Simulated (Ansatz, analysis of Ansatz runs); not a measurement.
**AlBO3 (R-3c), nudged elastic band: Li_i hop between interstitial places (q = +1)**

How high is the barrier when Li changes place in AlBO3 (R-3c)? The case: Li_i hop between interstitial places, charge +1, in a cell of 80 host atoms with 1 Li put in.

Calculated with Ansatz 0.2.0; plane-wave PAW DFT, PBEsol; nudged elastic band between two relaxed defect structures at fixed charge in a uniform background.

## (1) Set-up

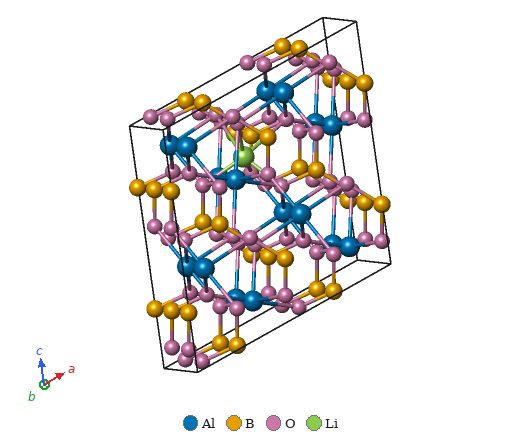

The cell as given, slightly off an axis (aluminium blue, boron orange, oxygen pink, lithium green). Some periodic images of atoms are drawn too.

The cell holds 81 atoms: 16 Al, 16 B, 48 O and 1 Li. Its edges and angles: a = 10.516 Å, b = 10.516 Å, c = 10.516 Å, α = 50.4°, β = 50.4°, γ = 50.4°. It derives from AlBO3 (space group R-3c). Nearest the centre at fractional (0.378, 0.378, 0.128): O6 at 0.86 Å, Li81 at 1.40 Å, Al61 at 1.68 Å, Al2 at 1.78 Å, O40 at 1.96 Å, O5 at 1.96 Å, B23 at 2.24 Å, B43 at 2.24 Å. The cell carries charge +1.

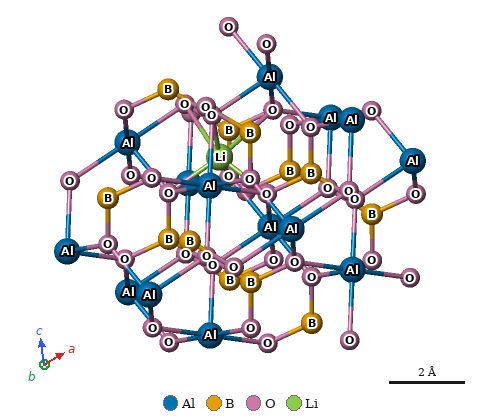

The atoms within 5 Å of the centre.

The cell's shortest repeat is 9.0 Å.

## (2) Relaxation of the start point, charge +1

The ends come first: from an unrelaxed start the top is counted from too high an energy, and the barrier comes out too low. Small random displacements break the symmetry of the ideal sites, so that the defect can distort if it gains by it. The charge of +1 is set by the electron count, and a uniform background keeps the cell neutral.

Input file qp1.start/input.yaml:

```yaml
crystal:
  lattice:
    - [4.47530425, 2.58381811, 9.15826506]
    - [-4.47530425, 2.58381811, 9.15826506]
    - [0.0, -5.16763623, 9.15826506]
  atoms:
    - { symbol: Al, position: [0.0, 0.0, 0.0] }
    - { symbol: Al, position: [0.25, 0.25, 0.25] }
    - { symbol: B, position: [0.125, 0.125, 0.125] }
    - { symbol: B, position: [0.375, 0.375, 0.375] }
    - { symbol: O, position: [0.125, 0.47063163, 0.27936837] }
    - { symbol: O, position: [0.47063163, 0.27936837, 0.125] }
    - { symbol: O, position: [0.22063163, 0.375, 0.02936837] }
    - { symbol: O, position: [0.375, 0.02936837, 0.22063163] }
    - { symbol: O, position: [0.02936837, 0.22063163, 0.375] }
    - { symbol: O, position: [0.27936837, 0.125, 0.47063163] }
    - { symbol: Al, position: [0.0, 0.0, 0.5] }
    - { symbol: Al, position: [0.25, 0.25, 0.75] }
    - { symbol: B, position: [0.125, 0.125, 0.625] }
    - { symbol: B, position: [0.375, 0.375, 0.875] }
    - { symbol: O, position: [0.125, 0.47063163, 0.77936837] }
    - { symbol: O, position: [0.47063163, 0.27936837, 0.625] }
    - { symbol: O, position: [0.22063163, 0.375, 0.52936837] }
    - { symbol: O, position: [0.375, 0.02936837, 0.72063163] }
    - { symbol: O, position: [0.02936837, 0.22063163, 0.875] }
    - { symbol: O, position: [0.27936837, 0.125, 0.97063163] }
    - { symbol: Al, position: [0.0, 0.5, 0.0] }
    - { symbol: Al, position: [0.25, 0.75, 0.25] }
    - { symbol: B, position: [0.125, 0.625, 0.125] }
    - { symbol: B, position: [0.375, 0.875, 0.375] }
    - { symbol: O, position: [0.125, 0.97063163, 0.27936837] }
    - { symbol: O, position: [0.47063163, 0.77936837, 0.125] }
    - { symbol: O, position: [0.22063163, 0.875, 0.02936837] }
    - { symbol: O, position: [0.375, 0.52936837, 0.22063163] }
    - { symbol: O, position: [0.02936837, 0.72063163, 0.375] }
    - { symbol: O, position: [0.27936837, 0.625, 0.47063163] }
    - { symbol: Al, position: [0.0, 0.5, 0.5] }
    - { symbol: Al, position: [0.25, 0.75, 0.75] }
    - { symbol: B, position: [0.125, 0.625, 0.625] }
    - { symbol: B, position: [0.375, 0.875, 0.875] }
    - { symbol: O, position: [0.125, 0.97063163, 0.77936837] }
    - { symbol: O, position: [0.47063163, 0.77936837, 0.625] }
    - { symbol: O, position: [0.22063163, 0.875, 0.52936837] }
    - { symbol: O, position: [0.375, 0.52936837, 0.72063163] }
    - { symbol: O, position: [0.02936837, 0.72063163, 0.875] }
    - { symbol: O, position: [0.27936837, 0.625, 0.97063163] }
    - { symbol: Al, position: [0.5, 0.0, 0.0] }
    - { symbol: Al, position: [0.75, 0.25, 0.25] }
    - { symbol: B, position: [0.625, 0.125, 0.125] }
    - { symbol: B, position: [0.875, 0.375, 0.375] }
    - { symbol: O, position: [0.625, 0.47063163, 0.27936837] }
    - { symbol: O, position: [0.97063163, 0.27936837, 0.125] }
    - { symbol: O, position: [0.72063163, 0.375, 0.02936837] }
    - { symbol: O, position: [0.875, 0.02936837, 0.22063163] }
    - { symbol: O, position: [0.52936837, 0.22063163, 0.375] }
    - { symbol: O, position: [0.77936837, 0.125, 0.47063163] }
    - { symbol: Al, position: [0.5, 0.0, 0.5] }
    - { symbol: Al, position: [0.75, 0.25, 0.75] }
    - { symbol: B, position: [0.625, 0.125, 0.625] }
    - { symbol: B, position: [0.875, 0.375, 0.875] }
    - { symbol: O, position: [0.625, 0.47063163, 0.77936837] }
    - { symbol: O, position: [0.97063163, 0.27936837, 0.625] }
    - { symbol: O, position: [0.72063163, 0.375, 0.52936837] }
    - { symbol: O, position: [0.875, 0.02936837, 0.72063163] }
    - { symbol: O, position: [0.52936837, 0.22063163, 0.875] }
    - { symbol: O, position: [0.77936837, 0.125, 0.97063163] }
    - { symbol: Al, position: [0.5, 0.5, 0.0] }
    - { symbol: Al, position: [0.75, 0.75, 0.25] }
    - { symbol: B, position: [0.625, 0.625, 0.125] }
    - { symbol: B, position: [0.875, 0.875, 0.375] }
    - { symbol: O, position: [0.625, 0.97063163, 0.27936837] }
    - { symbol: O, position: [0.97063163, 0.77936837, 0.125] }
    - { symbol: O, position: [0.72063163, 0.875, 0.02936837] }
    - { symbol: O, position: [0.875, 0.52936837, 0.22063163] }
    - { symbol: O, position: [0.52936837, 0.72063163, 0.375] }
    - { symbol: O, position: [0.77936837, 0.625, 0.47063163] }
    - { symbol: Al, position: [0.5, 0.5, 0.5] }
    - { symbol: Al, position: [0.75, 0.75, 0.75] }
    - { symbol: B, position: [0.625, 0.625, 0.625] }
    - { symbol: B, position: [0.875, 0.875, 0.875] }
    - { symbol: O, position: [0.625, 0.97063163, 0.77936837] }
    - { symbol: O, position: [0.97063163, 0.77936837, 0.625] }
    - { symbol: O, position: [0.72063163, 0.875, 0.52936837] }
    - { symbol: O, position: [0.875, 0.52936837, 0.72063163] }
    - { symbol: O, position: [0.52936837, 0.72063163, 0.875] }
    - { symbol: O, position: [0.77936837, 0.625, 0.97063163] }
    - { symbol: Li, position: [0.314393, 0.314393, 0.314393] }
total_charge: 1
basis:
  ecutwfc: 420
  xc_grid: 2
hamiltonian:
  xc: pbesol
kpoints:
  mp_grid: { grid: [1, 1, 1], shift: [0.25, 0.25, 0.25] }
scf:
  occupations: { method: fixed }
  max_iter: 100
output:
  forces: true
relax:
  f_tol: 0.02
  max_steps: 70
  random_displacement: { amplitude: 0.03, seed: 5733 }
```

Run with:

```bash
> ansatz run input.yaml --threads 4 --pin off --max-ram 14131MiB --backend cpu --events-out ev --progress --plain --runs-dir out
```

Numbers of over 12 decimals in the logs are rounded to 6 here.

What it wrote:

```text
[... repeated set-up lines and file paths are left out, and long positions are rounded to six places ...]
The last accepted step is kept in <dir> (removed where the run ends without a failure and the disk answers)
Engine: ansatz 0.2.0, aarch64-unknown-linux-gnu
Pseudopotentials: kind: paw
Pseudopotential: Al, paw, valence charge 3, recommended cutoff 420 eV (normal), Al.paw.azcp
Pseudopotential: B, paw, valence charge 3, recommended cutoff 420 eV (normal), B.paw.azcp
Pseudopotential: O, paw, valence charge 6, recommended cutoff 420 eV (normal), O.paw.azcp
Pseudopotential: Li, paw, valence charge 3, recommended cutoff 420 eV (normal), Li.paw.azcp
Functional definition: PBEsol
  exchange = pbesol_x
  correlation = pbesol_c
Crystal: 81 atoms, lattice volume = 635.403 Å³
Basis set: ecut = 420 eV, 12439 PW (Γ), exchange–correlation on 144×144×144 points (8 copies of the dense FFT grid, shifted against one another)
Bands: 274, of which v1, the nominal top of the filled ones, is band 193 counted from 1 (192 counted from 0)
Symmetry: 1 space group operations
k-points: 1
Non-local potential: Al, projectors of the file, l = 0: 2, l = 1: 2, l = 2: 1
Non-local potential: B, projectors of the file, l = 0: 2, l = 1: 2, l = 2: 1
Non-local potential: O, projectors of the file, l = 0: 2, l = 1: 2, l = 2: 1
Non-local potential: Li, projectors of the file, l = 0: 3, l = 1: 2, l = 2: 1
PAW form: soft (Blöchl's): semilocal exchange-correlation on the pseudo side does not see the compensation charge
PAW frozen core: Al, regenerated for the run's functional, and the local potential with it (the file was generated under x = pbe(κ = 0.804, μ = 0.219515), c = pbe(β = 0.066725))
PAW frozen core: B, regenerated for the run's functional, and the local potential with it (the file was generated under x = pbe(κ = 0.804, μ = 0.219515), c = pbe(β = 0.066725))
PAW frozen core: O, regenerated for the run's functional, and the local potential with it (the file was generated under x = pbe(κ = 0.804, μ = 0.219515), c = pbe(β = 0.066725))
PAW one-centre angular grid: Al, 110 points (default); XC on 64 Gauss nodes
PAW one-centre angular grid: B, 110 points (default); XC on 64 Gauss nodes
PAW one-centre angular grid: O, 110 points (default); XC on 64 Gauss nodes
PAW one-centre angular grid: Li, 110 points (default); XC on 64 Gauss nodes
Initial density: superposition of atomic densities (neutral atoms scaled as one to the charged cell's electrons: chi_scale 0, normalization atom), corrected by the library's trained network
Initial wavefunctions: pseudopotential atomic-orbital guess
Functional: x = pbesol(κ = 0.804, μ = 0.123457), c = pbesol(β = 0.046)
SCF iter   1: F=—  HF=-38064.600400 eV  |F-HF|=—  |Δ(HF+E_count)|=         —  Δρ=9.43e-3  dr2=4.81e-1  ethr=1.77e-3  ⟨swp⟩=5.0  Hψ=882  notcnv=0  defer=76
preconditioner: auto → Resta (q_TF=auto, 2.511 Å⁻¹)  ε∞=3.6  [insulator: Δε(μ)=5.234 eV  Ē_g=17.883 eV  n_scr=180 (ndim 8)  ℏωp=28.9 eV  f_vac=0.000  ε∞_Penn≈3.6]
SCF iter   2: F=—  HF=-38064.458353 eV  |F-HF|=—  |Δ(HF+E_count)|=   1.42e-1  Δρ=2.14e-3  dr2=4.19e-2  ethr=1.25e-4  ⟨swp⟩=3.0  Hψ=429  notcnv=0  defer=79
SCF iter   3: F=—  HF=-38064.450237 eV  |F-HF|=—  |Δ(HF+E_count)|=   8.12e-3  Δρ=1.03e-3  dr2=1.03e-2  ethr=1.09e-5  ⟨swp⟩=3.0  Hψ=399  notcnv=0  defer=55
automatic band count: iteration 3 solves 250 bands in place of 274: the levels show a gap, and the empty bands left out lie too high to hold charge; the band table lists the bands solved (type scf.n_extra_bands for more)
SCF iter   4: F=—  HF=-38064.447421 eV  |F-HF|=—  |Δ(HF+E_count)|=   2.82e-3  Δρ=2.79e-4  dr2=3.98e-4  ethr=2.68e-6  ⟨swp⟩=3.0  Hψ=350  notcnv=0  defer=55
SCF iter   5: F=—  HF=-38064.447031 eV  |F-HF|=—  |Δ(HF+E_count)|=   3.90e-4  Δρ=1.62e-4  dr2=1.21e-4  ethr=1.03e-7  ⟨swp⟩=2.0  Hψ=442  notcnv=0  defer=55
SCF iter   6: F=-38064.446999 eV  HF=-38064.446999 eV  |F-HF|=1.61e-7  |Δ(HF+E_count)|=   3.15e-5  Δρ=2.61e-5  dr2=2.77e-6  ethr=2.59e-9  ⟨swp⟩=3.0  Hψ=881  notcnv=0
SCF 1 converged in 6 iterations: F = -38064.446999 eV  dr2 = 2.77e-6
  greatest PAW one-centre occupation: 1.001 electrons in one spin orbital (limit 2), on the Li atom at site 80 (counted from 0), in its partial waves of l = 0
relax step   1: F+E_penalty+E_count = -38064.44699928 eV  Δ(F+E_penalty+E_count) = +0.000e0 eV  max|allowed force component| = 7.365e0 eV/Å  Δτ_max = 0.0000 Å  (6 SCF iters, dr2 threshold 1.00e-5 eV, accepted)
[... the SCF cycles and remarks between the steps are left out from here to the last step ...]
relax step   2: F+E_penalty+E_count = -38066.40645197 eV  Δ(F+E_penalty+E_count) = -1.959e0 eV  max|allowed force component| = 5.049e0 eV/Å  Δτ_max = 0.1609 Å  (6 SCF iters, dr2 threshold 1.00e-4 eV, accepted)
relax step   3: F+E_penalty+E_count = -38067.52503553 eV  Δ(F+E_penalty+E_count) = -1.119e0 eV  max|allowed force component| = 1.495e0 eV/Å  Δτ_max = 0.2000 Å  (6 SCF iters, dr2 threshold 1.00e-4 eV, accepted)
relax step   4: F+E_penalty+E_count = -38067.65252022 eV  Δ(F+E_penalty+E_count) = -1.275e-1 eV  max|allowed force component| = 4.170e-1 eV/Å  Δτ_max = 0.0800 Å  (5 SCF iters, dr2 threshold 1.00e-4 eV, accepted)
relax step   5: F+E_penalty+E_count = -38067.66475436 eV  Δ(F+E_penalty+E_count) = -1.223e-2 eV  max|allowed force component| = 4.848e-1 eV/Å  Δτ_max = 0.0371 Å  (5 SCF iters, dr2 threshold 1.35e-5 eV, accepted)
relax step   6: F+E_penalty+E_count = -38067.67207849 eV  Δ(F+E_penalty+E_count) = -7.324e-3 eV  max|allowed force component| = 1.083e-2 eV/Å  Δτ_max = 0.0138 Å  (4 SCF iters, dr2 threshold 1.83e-5 eV, accepted)
iter 1 solved again at ethr=1.26e-9 eV; its pass at ethr=3.10e-3 eV (dr2=4.85e-6 eV) is discarded
SCF iter   1: F=—  HF=-38067.671989 eV  |F-HF|=—  |Δ(HF+E_count)|=         —  Δρ=2.53e-5  dr2=4.85e-6  ethr=1.26e-9  ⟨swp⟩=1.0  Hψ=524  notcnv=0  defer=54
automatic band count: iteration 1 solves 250 bands in place of 274: the levels show a gap, and the empty bands left out lie too high to hold charge; the band table lists the bands solved (type scf.n_extra_bands for more)
SCF iter   2: F=—  HF=-38067.672080 eV  |F-HF|=—  |Δ(HF+E_count)|=   9.12e-5  Δρ=1.42e-5  dr2=2.03e-6  ethr=1.26e-9  ⟨swp⟩=1.0  Hψ=202  notcnv=0  defer=54
SCF iter   3: F=—  HF=-38067.672080 eV  |F-HF|=—  |Δ(HF+E_count)|=   5.39e-7  Δρ=8.19e-6  dr2=3.34e-7  ethr=5.25e-10  ⟨swp⟩=2.0  Hψ=395  notcnv=0  defer=54
SCF iter   4: F=-38067.672080 eV  HF=-38067.672080 eV  |F-HF|=2.95e-9  |Δ(HF+E_count)|=   9.46e-8  Δρ=1.19e-6  dr2=7.19e-9  ethr=2.59e-11  ⟨swp⟩=4.0  Hψ=776  notcnv=0
SCF 7 converged in 4 iterations: F = -38067.672080 eV  dr2 = 7.19e-9
relax step   7: F+E_penalty+E_count = -38067.67207965 eV  Δ(F+E_penalty+E_count) = -1.159e-6 eV  max|allowed force component| = 1.157e-2 eV/Å  Δτ_max = 0.0000 Å  (4 SCF iters, accepted)
SCF converged after 4 iterations
Free energy (F): -38067.672080 eV
Harris-Foulkes:  -38067.672080 eV  (|F-HF|=2.95e-9)
Internal energy: -38067.672080 eV  (E = F + TS)
E sigma→0 (E₀):  -38067.672080 eV
Fermi energy:    7.238753 eV
--- Per-component energies (eV) ---
  E_band       = -71.232088
  E_kinetic    = 9756.340038
  E_local      = -16582.313630  (includes V_loc(G=0)·N_el)
  E_nonlocal   = 2626.229645
  E_hartree    = 5807.296148
  E_xc         = -4674.882199
  E_vxc        = -5613.659587  (∫ρ·V_xc dr)
  E_paw        = -15854.301817  (= ΣΔE_a)
  E_vpaw       = -1872.543023  (= ΣTr[D̂ρ^β])
  E_aug_tail   = 0.122576  (compensation charges beyond the density's cutoff)
  E_ewald      = -19148.398260
  E_core_change = 2.235419  (= ΣΔE_core)
  E_smearing   = -0.000000  (= −TS)
  E_closure    = 0.000000  (closes the sum)
  E_deformation_potential = 17.435375  (in the stress; not in F)
  Σ components = -38067.672080   (vs F -38067.672080, Δ=0.00e0)
--- Forces (eV/Å), atoms counted from 1 ---
  atom   1  Al    -0.00051842    -0.00065257     0.00183150
  atom   2  Al    -0.00126999     0.00152708    -0.00054541
  [... 2 atoms left out ...]
  atom   5  O     -0.00047399    -0.00120647     0.00253555
  atom   6  O     -0.00008575     0.00054637     0.00307353
  atom   7  O      0.00033949    -0.00162806     0.00088202
  [... 15 atoms left out ...]
  atom  23  B      0.00147474     0.00106275     0.00232366
  [... 4 atoms left out ...]
  atom  28  O      0.00869984     0.00241124    -0.00775499
  [... 11 atoms left out ...]
  atom  40  O     -0.00127604    -0.00332748     0.00508243
  [... 2 atoms left out ...]
  atom  43  B     -0.00232489    -0.00041741     0.00191164
  [... 17 atoms left out ...]
  atom  61  Al     0.00266788    -0.00735496    -0.00554019
  [... 19 atoms left out ...]
  atom  81  Li     0.00034455     0.00001345     0.00993554
  max |Σ_I F_I| component: 3.27e-5 eV/Å
--- Relaxed structure (7 steps of the walk, 7 accepted, 0 SCFs on fresh bases) ---
  F+E_penalty+E_count = -38067.67207965 eV   max|allowed force component| = 1.157e-2 eV/Å
  atoms:
    - { symbol: Al, position: [0.000124, -0.000488, -0.000500] }
    - { symbol: Al, position: [0.242285, 0.241661, 0.241680] }
    [... 2 atoms left out ...]
    - { symbol: O, position: [0.124701, 0.468243, 0.279371] }
    - { symbol: O, position: [0.468852, 0.279380, 0.124072] }
    - { symbol: O, position: [0.219474, 0.375070, 0.025610] }
    [... 15 atoms left out ...]
    - { symbol: B, position: [0.125296, 0.624727, 0.123833] }
    [... 4 atoms left out ...]
    - { symbol: O, position: [0.377710, 0.530347, 0.224997] }
    [... 11 atoms left out ...]
    - { symbol: O, position: [0.280926, 0.623720, 0.971395] }
    [... 2 atoms left out ...]
    - { symbol: B, position: [0.625341, 0.123839, 0.124680] }
    [... 17 atoms left out ...]
    - { symbol: Al, position: [0.504684, 0.503005, -0.006264] }
    [... 19 atoms left out ...]
    - { symbol: Li, position: [0.323262, 0.322644, 0.322622] }
```

Wall time 38 s (4 threads of Arm Neoverse V2, shared host); peak memory 1.2 GiB; 2.3 min of CPU time.

Step by step:

| step | energy less that of the first step (eV) | largest force component (eV/Å) |
| --- | --- | --- |
| 1 | 0.0000 | 7.3651 |
| 2 | -1.9595 | 5.0493 |
| 3 | -3.0780 | 1.4945 |
| 4 | -3.2055 | 0.4170 |
| 5 | -3.2178 | 0.4848 |
| 6 | -3.2251 | 0.0108 |
| 7 | -3.2251 | 0.0116 |

The atoms that moved most (Å, from the sites as typed, ahead of the random displacement, the mean shift of all atoms taken out):

| atom | dx | dy | dz | length |
| --- | --- | --- | --- | --- |
| B4 | 0.000 | 0.000 | 0.369 | 0.369 |
| Li81 | 0.000 | 0.000 | 0.230 | 0.230 |
| Al2 | 0.000 | 0.000 | -0.225 | 0.225 |
| O17 | 0.010 | 0.012 | 0.072 | 0.073 |
| O49 | -0.015 | 0.003 | 0.072 | 0.073 |
| O28 | 0.005 | -0.015 | 0.072 | 0.073 |
| Al51 | 0.041 | -0.030 | 0.011 | 0.052 |
| Al61 | 0.005 | 0.051 | 0.011 | 0.052 |

Neighbours of Li81 at the end:

| atom | distance (Å) |
| --- | --- |
| O6 | 1.777 |
| O5 | 1.777 |
| O10 | 1.777 |
| B4 | 1.804 |
| O28 | 2.034 |
| O49 | 2.034 |
| O17 | 2.034 |
| Al2 | 2.225 |

This step gave:

```yaml
free_energy: -38067.6721 eV
r_m_s_move_of_the_farther_half_of_the_atoms: 0.01324 Å
largest_move_from_the_ideal_geometry_of_this_structure_a_common_shift_of_the_far_atoms_taken_out: 0.3750 Å
```

The relaxation gained 3.225 eV and ended with a largest force component of 0.012 eV/Å.

(Continued in part 2 of 4.)

[Logs are printed without paths, hosts, clocks, repeated set-up lines and the standing remarks that a program may print on its own settings, such as how far it seeks lower states.]

[Hosts, paths, dates, database ids (printed as entryN), source tags and the programs' standing remarks are cut or masked in the printed files.]
